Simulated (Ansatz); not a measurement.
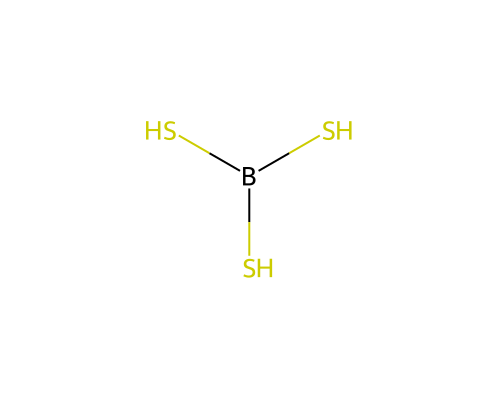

A structural formula.

> Write the SMILES.

SB(S)S

> Give the formula, hydrogens included.

BH3S3.

> An optimisation with PBE0-D4/def2-TZVP gave a structure of which point group?

Cs.

More results for the same structure follow; atom numbers are the same in all pictures, views and colours differ. The computed structure is the end point of a PBE0-D4/def2-TZVP optimisation.

## Shape

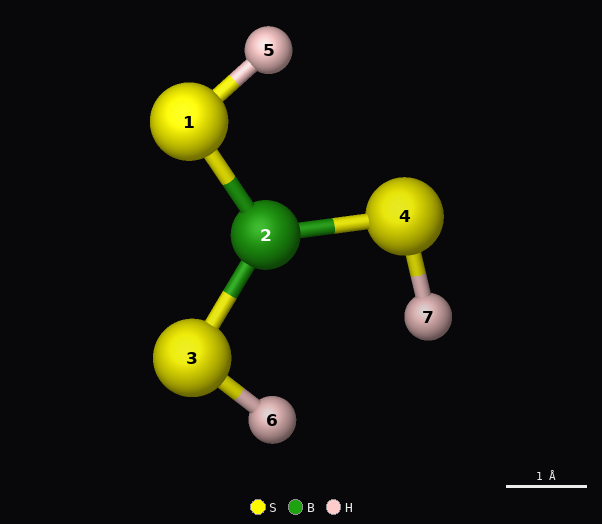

Numbered structure.

Give the bond lengths.

```json
{"bond": "S1–B2", "length (Å)": "1.806", "order": "single"}
{"bond": "S1–H5", "length (Å)": "1.343", "order": "single"}
{"bond": "B2–S3", "length (Å)": "1.803", "order": "single"}
{"bond": "B2–S4", "length (Å)": "1.801", "order": "single"}
{"bond": "S3–H6", "length (Å)": "1.341", "order": "single"}
{"bond": "S4–H7", "length (Å)": "1.342", "order": "single"}
```

## Electronic properties

Properties computed with RKS PBE-D4/def2-TZVPP (Ansatz 0.2.0).

Computed properties:

- dipole moment: 1.53 D
- HOMO energy (Kohn–Sham orbital): −6.36 eV
- LUMO energy (Kohn–Sham orbital): −1.59 eV
- HOMO–LUMO gap: 4.77 eV
- dispersion correction: −21.2 kJ/mol

## Thermal motion

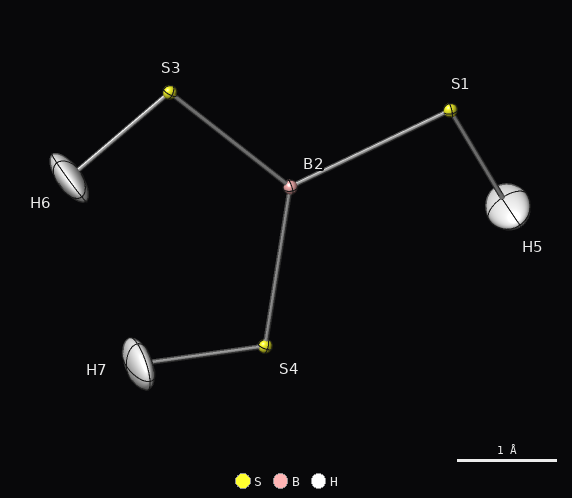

Displacement ellipsoids at the 50 % level, from the internal vibrations of the free molecule (harmonic, no overall translation or rotation; no half-axis is drawn under 0.075 Å). Vibrations computed with RKS PBE0-D4/def2-TZVP (Ansatz 0.2.0). Temperature: 0 K (zero-point motion alone).

> Which atom has the largest mean-square displacement?

H6, with U_eq = 0.0361 Å².

> Does H6 move more along its bond or across it?

Across it: the root-mean-square amplitude is 0.082 Å along the bond and up to 0.282 Å across, since bending and torsion are softer than stretching.

List U_eq and the three principal root-mean-square amplitudes for each kind of atom.

```tsv
atom	U_eq (Å²)	rms amplitudes (Å)
S1	0.00070	0.012, 0.030, 0.033
B2	0.0023	0.042, 0.043, 0.059
S3	0.00067	0.013, 0.028, 0.033
S4	0.00066	0.012, 0.028, 0.033
H5	0.0339	0.083, 0.149, 0.270
H6	0.0361	0.082, 0.148, 0.282
H7	0.0319	0.082, 0.149, 0.258
```

## Charges

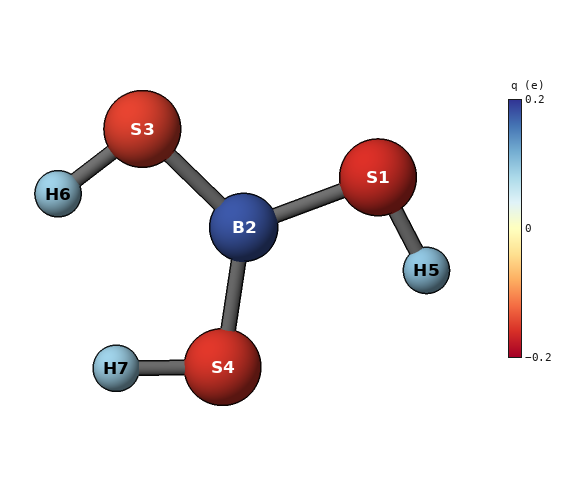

Atoms are coloured by their Mulliken charges. Level of theory: RKS B3LYP-D4/def2-TZVPP (Ansatz 0.2.0).

> Which atom carries the highest charge (most positive or least negative)?

B2 (0.18 e).

> And the lowest?

S1, S4 (−0.16 e).

List the Mulliken charges.

```
atom  value (e)
  S1      −0.16
  B2       0.18
  S3      −0.15
  S4      −0.16
  H5       0.10
  H6       0.09
  H7       0.09
```

Mulliken values depend strongly on the basis set and can even reverse the polarity of a bond.
